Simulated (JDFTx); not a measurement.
```yaml
surface: MoSi2(001), Si outermost, slab composition Mo2Si4
bulk: MoSi2, I4/mmm, lattice of mp-2592 (not re-optimised)
slab: 6 atoms in 6 planes, 1x1, 6.4 Å between the outermost planes
in-plane cell: 3.204 × 3.204 Å, 10.27 Å²
cell_height: 22.5 Å
sampling: 6×6×1 k mesh, Fermi smearing 0.01 Ha, no spin polarisation
```

Whether this polymorph is the ambient one wasn't checked.

All numbers are PBE, GBRV ultrasoft potentials, plane waves to 20/100 Ha results from a modified build of JDFTx, not measurements. Liquid on both sides: CANDLE, water, 1 M NaCl; nuclei fixed. Potentials refer to SHE, placed 4.44 V below the bulk liquid's zero by convention.

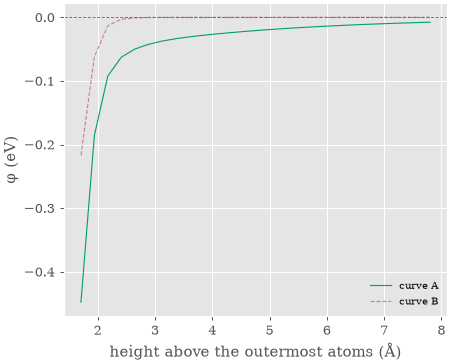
Figure. Plane-averaged electrostatic potential energy of an electron for two states of the electrode

Question: One curve is the neutral slab. Which, and what is the sign of the other's charge?

Answer: Curve B is neutral (potential of zero charge, -0.23 V). Curve A is positively charged, 9.1 μC/cm² at 0.45 V.
